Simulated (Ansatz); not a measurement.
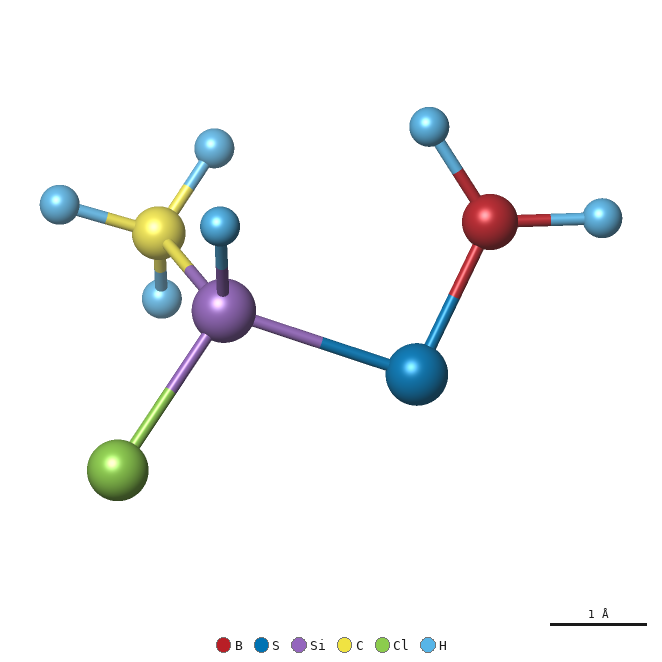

The geometry was computed by an optimisation with PBE0-D4/def2-TZVP.

What is the molecular formula?

Answer. CH6BClSSi, 11 atoms: 1 carbon, 6 hydrogen, 1 boron, 1 chlorine, 1 sulfur and 1 silicon.

What is its SMILES?

Answer. BS[Si@@H](C)Cl

Describe its rings.

Answer. It has no ring.

More results for the same structure follow; atom numbers are the same in all pictures, views and colours differ.

**Shape**

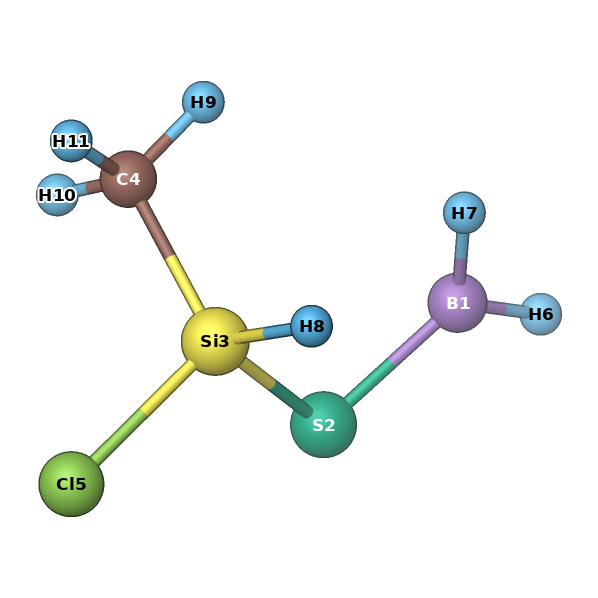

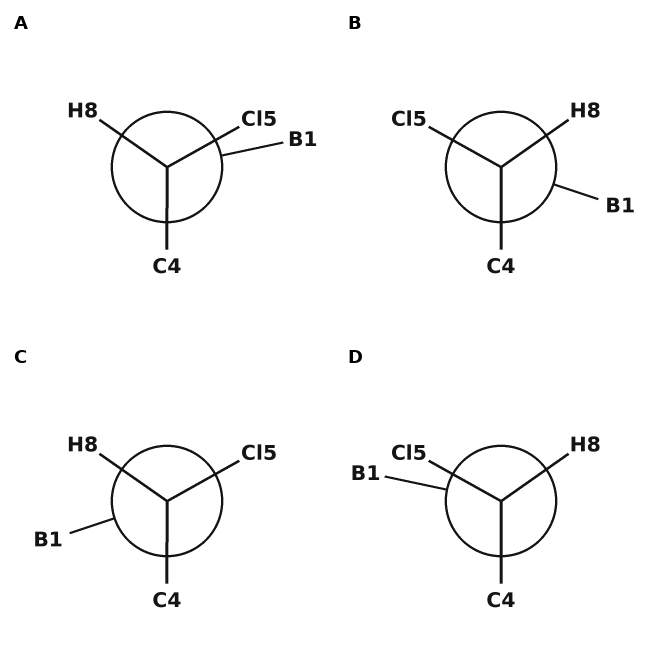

Distant atoms are faded towards the background colour. Bonds that would overlap in a projection are set slightly apart.

Which Newman projection shows the view along Si3–S2, with Si3 in front?

Answer. C. The torsion angle Cl5–Si3–S2–B1 is −169°, antiperiplanar (anti).

**Levels of theory compared**

Program: Ansatz 0.2.0.

Tabulate HOMO energy (eV), dipole (D), HOMO–LUMO gap (eV) at these levels: B3LYP-D4/def2-TZVPP; PBE-D4/def2-TZVPP; r2SCAN-D4/def2-TZVPP; ωB97M-V/def2-TZVPP.

```
               level  HOMO energy (eV)  dipole (D)  HOMO–LUMO gap (eV)
 B3LYP-D4/def2-TZVPP             −8.08        1.80                6.28
   PBE-D4/def2-TZVPP             −7.18        1.73                4.62
r2SCAN-D4/def2-TZVPP             −7.44        1.85                5.18
  ωB97M-V/def2-TZVPP            −10.47        1.81               10.79
```

**Vibrations**

Harmonic vibrations computed with RKS PBE0-D4/def2-TZVP (Ansatz 0.2.0) at a stationary point of the same level.

List the wavenumbers.

Answer. 27 modes: 59, 132, 167, 184, 198, 235, 384, 482, 546, 675, 735, 752, 803, 830, 838, 893, 943, 1206, 1276, 1441, 1442, 2254, 2587, 2692, 3054, 3143, 3150 cm⁻¹.

**Charges**

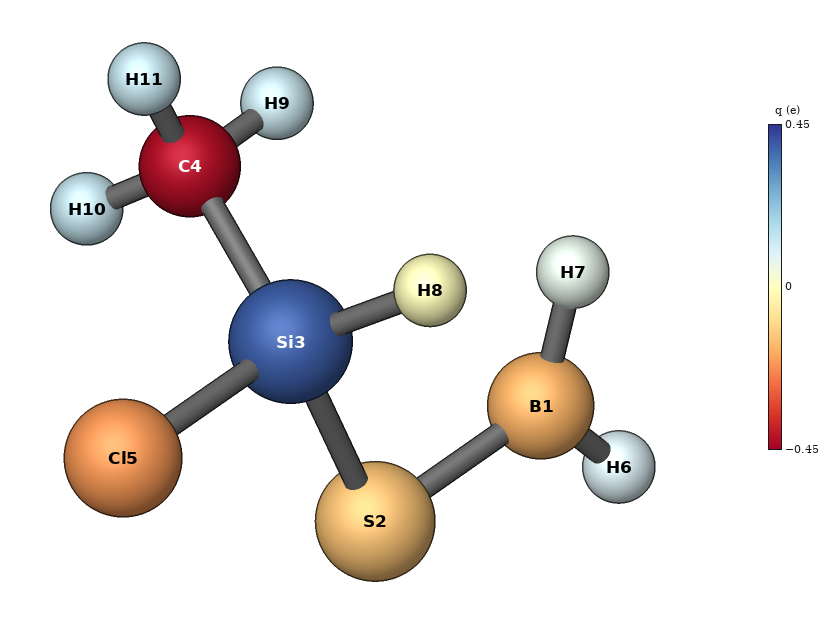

Atoms are coloured by their Mulliken charges. Level of theory: RKS ωB97M-V/def2-TZVPP (Ansatz 0.2.0).

Give the Mulliken charges atom by atom.

| atom | value (e) |
| --- | --- |
| B1 | −0.16 |
| S2 | −0.14 |
| Si3 | 0.39 |
| C4 | −0.42 |
| Cl5 | −0.20 |
| H6 | 0.09 |
| H7 | 0.07 |
| H8 | −0.01 |
| H9 | 0.12 |
| H10 | 0.13 |
| H11 | 0.13 |

Mulliken values depend strongly on the basis set and can even reverse the polarity of a bond.
